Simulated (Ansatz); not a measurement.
# Pressure series in CeO2

Base system: CeO2 in the fluorite structure (space group Fm-3m, No. 225; a = 5.464 Å).

Cell and atoms are relaxed at each pressure.

Calculations: PBE in Ansatz (plane waves to 420 eV, PAW, without spin-orbit coupling), earlier PAW set.

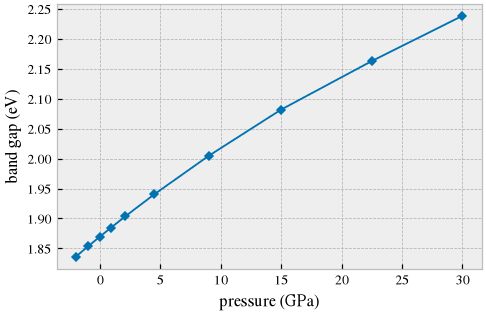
Figure: Band gap against pressure

| pressure (GPa) | band gap |
|---|---|
| -2 | 1.84 eV |
| -1 | 1.85 eV |
| 0.9 | 1.88 eV |
| 2.1 | 1.90 eV |
| 4.5 | 1.94 eV |
| 9 | 2.00 eV |
| 15 | 2.08 eV |
| 22.5 | 2.16 eV |
| 30 | 2.24 eV |

Load acts through the strain it causes; cell and atoms are relaxed under it. Whether these cells are dynamically stable was not tested. Competing high-pressure phases were not computed. Seeded moments were not kept for the base. All final runs are without spin polarisation.

Ansatz is a program for electronic structure.
